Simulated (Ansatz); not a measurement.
# AlBrH5N: search for lower mean-field states from a Python script

The task is a search for lower mean-field states, for AlBrH5N. SMILES: [NH3+][AlH2-][Br].

All numbers are computed with Ansatz 0.2.0 through its Python package. Level of theory: Hartree-Fock/def2-SVP.

### Step 1. The system

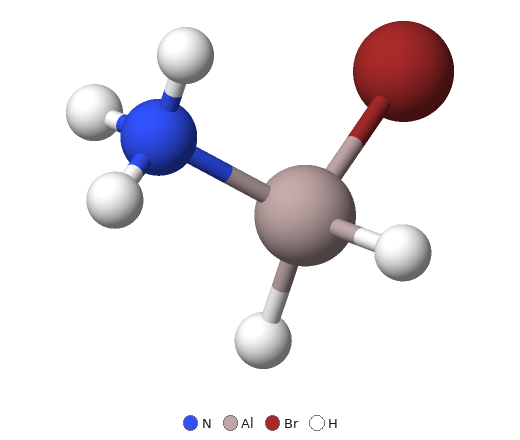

The structure that the script starts from, seen from a chosen angle (nitrogen blue, aluminium light grey, bromine red, hydrogen white).

No structure file is read: the coordinates are typed or built in the script.

### Step 2. The script

albrh5n.py reads:

```python
import logging
import sys
import warnings

import ansatz as az
import numpy as np

logging.basicConfig(stream=sys.stdout, format="%(name)s: %(message)s")
log = logging.getLogger("run")
log.setLevel(logging.INFO)

warnings.simplefilter("ignore", az.DeckWarning)

geometry_ang = [
    ("N", [-1.0318, 0.2226, 0.0583]),
    ("Al", [0.7902, -0.3238, -0.1172]),
    ("Br", [2.2079, 1.3707, 0.749]),
    ("H", [-1.2592, 0.382, 1.0651]),
    ("H", [-1.6629, -0.5181, -0.3209]),
    ("H", [-1.1892, 1.1089, -0.4713]),
    ("H", [1.0188, -1.6785, 0.6967]),
    ("H", [1.1261, -0.5637, -1.6598]),
]
molecule = az.Crystal.molecule()
for symbol, xyz in geometry_ang:
    molecule = molecule.atom(symbol, xyz)
symbols = [site.symbol for site in molecule.cartesian_sites]

start = np.array([site.position_ang for site in molecule.cartesian_sites])
for factor in [1.0, 1.25, 1.6]:
    xyz = (start - start.mean(axis=0)) * factor
    scaled = az.Crystal.molecule()
    for symbol, place in zip(symbols, xyz):
        scaled = scaled.atom(symbol, place.tolist())
    model = scaled.calculation()
    model = model.basis(gaussian="def2-SVP")
    model = model.functional("HF")
    model = model.spin("collinear")
    for search in ("off", "standard"):
        try:
            summary = model.scf(lower_state_search=search).run().report
        except az.AnsatzError as error:
            log.info(f"x{factor} search {search}: {type(error).__name__}")
            continue
        state = summary["mean_field"]["state"]
        log.info(f"all distances x{factor}, search {search:8s} E = {summary['free_energy_ev']:.5f} eV  <S^2> = {abs(state['spin_squared']):.3f}  other states met: {len(summary['mean_field']['others'])}")
```

### Step 3. The input behind the calls

The package turns the script's settings into the engine's input (first run):

```yaml
crystal:
  periodic: [false, false, false]
  atoms:
    - { symbol: "N", position_ang: [-1.0317875, 0.2225875, 0.058312499999999996] }
    - { symbol: Al, position_ang: [0.7902125000000001, -0.3238125, -0.1171875] }
    - { symbol: Br, position_ang: [2.2079125, 1.3706875, 0.7490125] }
    - { symbol: H, position_ang: [-1.2591875000000001, 0.3819875, 1.0651125] }
    - { symbol: H, position_ang: [-1.6628875, -0.5181125, -0.3208875] }
    - { symbol: H, position_ang: [-1.1891875, 1.1088875, -0.47128749999999997] }
    - { symbol: H, position_ang: [1.0188125, -1.6785125, 0.6967125] }
    - { symbol: H, position_ang: [1.1261125, -0.5637125, -1.6597875] }
basis:
  gaussian:
    orbitals: def2-SVP
hamiltonian:
  xc: hf
magnetization:
  spin_polarized: true
scf:
  lower_state_search: "off"
```

### Step 4. Launch

The run is started by

```bash
$ python albrh5n.py
```

Log:

```text
run: all distances x1.0, search off      E = -78133.42038 eV  <S^2> = 0.000  other states met: 0
run: all distances x1.0, search standard E = -78133.42038 eV  <S^2> = 0.000  other states met: 0
run: all distances x1.25, search off      E = -78126.61835 eV  <S^2> = 0.000  other states met: 0
run: all distances x1.25, search standard E = -78126.61835 eV  <S^2> = 0.000  other states met: 0
run: all distances x1.6, search off      E = -78113.07082 eV  <S^2> = 0.000  other states met: 0
run: all distances x1.6, search standard E = -78117.42264 eV  <S^2> = 2.976  other states met: 10
```

Run time: 42 s. Hardware: 1 thread of Arm Neoverse V1, shared host; peak memory 0.33 GiB.

### Step 5. Inputs of later runs

The engine's inputs for some of the other runs:

Run 4, against run 1:

```diff
@@ -4,8 +4,8 @@
-    - { symbol: "N", position_ang: [-1.0317875, 0.2225875, 0.058312499999999996] }
-    - { symbol: Al, position_ang: [0.7902125000000001, -0.3238125, -0.1171875] }
-    - { symbol: Br, position_ang: [2.2079125, 1.3706875, 0.7490125] }
-    - { symbol: H, position_ang: [-1.2591875000000001, 0.3819875, 1.0651125] }
-    - { symbol: H, position_ang: [-1.6628875, -0.5181125, -0.3208875] }
-    - { symbol: H, position_ang: [-1.1891875, 1.1088875, -0.47128749999999997] }
-    - { symbol: H, position_ang: [1.0188125, -1.6785125, 0.6967125] }
-    - { symbol: H, position_ang: [1.1261125, -0.5637125, -1.6597875] }
+    - { symbol: "N", position_ang: [-1.289734375, 0.278234375, 0.072890625] }
+    - { symbol: Al, position_ang: [0.9877656250000001, -0.404765625, -0.146484375] }
+    - { symbol: Br, position_ang: [2.7598906249999997, 1.713359375, 0.936265625] }
+    - { symbol: H, position_ang: [-1.5739843750000002, 0.47748437499999996, 1.3313906249999998] }
+    - { symbol: H, position_ang: [-2.078609375, -0.647640625, -0.401109375] }
+    - { symbol: H, position_ang: [-1.486484375, 1.386109375, -0.5891093749999999] }
+    - { symbol: H, position_ang: [1.273515625, -2.098140625, 0.8708906249999999] }
+    - { symbol: H, position_ang: [1.407640625, -0.7046406249999999, -2.074734375] }
@@ -20 +20 @@
-  lower_state_search: "off"
+  lower_state_search: standard
```

Run 5, against run 1:

```diff
@@ -4,8 +4,8 @@
-    - { symbol: "N", position_ang: [-1.0317875, 0.2225875, 0.058312499999999996] }
-    - { symbol: Al, position_ang: [0.7902125000000001, -0.3238125, -0.1171875] }
-    - { symbol: Br, position_ang: [2.2079125, 1.3706875, 0.7490125] }
-    - { symbol: H, position_ang: [-1.2591875000000001, 0.3819875, 1.0651125] }
-    - { symbol: H, position_ang: [-1.6628875, -0.5181125, -0.3208875] }
-    - { symbol: H, position_ang: [-1.1891875, 1.1088875, -0.47128749999999997] }
-    - { symbol: H, position_ang: [1.0188125, -1.6785125, 0.6967125] }
-    - { symbol: H, position_ang: [1.1261125, -0.5637125, -1.6597875] }
+    - { symbol: "N", position_ang: [-1.6508600000000002, 0.35614, 0.0933] }
+    - { symbol: Al, position_ang: [1.2643400000000002, -0.5181, -0.1875] }
+    - { symbol: Br, position_ang: [3.53266, 2.1931000000000003, 1.19842] }
+    - { symbol: H, position_ang: [-2.0147000000000004, 0.6111800000000001, 1.70418] }
+    - { symbol: H, position_ang: [-2.66062, -0.82898, -0.51342] }
+    - { symbol: H, position_ang: [-1.9027000000000003, 1.7742200000000001, -0.75406] }
+    - { symbol: H, position_ang: [1.6300999999999999, -2.68562, 1.11474] }
+    - { symbol: H, position_ang: [1.8017800000000002, -0.90194, -2.65566] }
```

Run 6, against run 1:

```diff
@@ -4,8 +4,8 @@
-    - { symbol: "N", position_ang: [-1.0317875, 0.2225875, 0.058312499999999996] }
-    - { symbol: Al, position_ang: [0.7902125000000001, -0.3238125, -0.1171875] }
-    - { symbol: Br, position_ang: [2.2079125, 1.3706875, 0.7490125] }
-    - { symbol: H, position_ang: [-1.2591875000000001, 0.3819875, 1.0651125] }
-    - { symbol: H, position_ang: [-1.6628875, -0.5181125, -0.3208875] }
-    - { symbol: H, position_ang: [-1.1891875, 1.1088875, -0.47128749999999997] }
-    - { symbol: H, position_ang: [1.0188125, -1.6785125, 0.6967125] }
-    - { symbol: H, position_ang: [1.1261125, -0.5637125, -1.6597875] }
+    - { symbol: "N", position_ang: [-1.6508600000000002, 0.35614, 0.0933] }
+    - { symbol: Al, position_ang: [1.2643400000000002, -0.5181, -0.1875] }
+    - { symbol: Br, position_ang: [3.53266, 2.1931000000000003, 1.19842] }
+    - { symbol: H, position_ang: [-2.0147000000000004, 0.6111800000000001, 1.70418] }
+    - { symbol: H, position_ang: [-2.66062, -0.82898, -0.51342] }
+    - { symbol: H, position_ang: [-1.9027000000000003, 1.7742200000000001, -0.75406] }
+    - { symbol: H, position_ang: [1.6300999999999999, -2.68562, 1.11474] }
+    - { symbol: H, position_ang: [1.8017800000000002, -0.90194, -2.65566] }
@@ -20 +20 @@
-  lower_state_search: "off"
+  lower_state_search: standard
```

### Step 6. The runs side by side

From the records of these 6 runs:

| run | search | energy from run 2 (eV) | <S²> | SCF cycles | CPU time (s) |
| --- | --- | --- | --- | --- | --- |
| 1 | off | 0.0000 | 0.00 | 11 | 1.2 |
| 2 | standard | 0.0000 | 0.00 | 11 | 1.4 |
| 3 | off | 6.8020 | 0.00 | 15 | 1.1 |
| 4 | standard | 6.8020 | 0.00 | 31 | 2.6 |
| 5 | off | 20.3496 | 0.00 | 14 | 1.1 |
| 6 | standard | 15.9977 | 2.98 | 500 | 34 |

### Step 7. What came out

| quantity | value |
| --- | --- |
| lower state found by the search | 4.352 eV lower at distances × 1.6 |
| runs compared | 6 |

Where bonds are stretched, a single start can end above the lowest mean-field state, which breaks spin symmetry. In CPU time, run 6 cost about 30 times as much as run 5. Caveats:
- Total energies depend on the basis set; only differences at equal settings carry meaning.
- The count of other states can hold repeated and symmetry-equivalent ends of the search; scaling all distances is a test, and for more than two atoms no physical path.
- The structure is a rough, unrelaxed start.
- The expectation value of S² is noticeably off S(S+1) in at least one run, so that state is spin-contaminated.
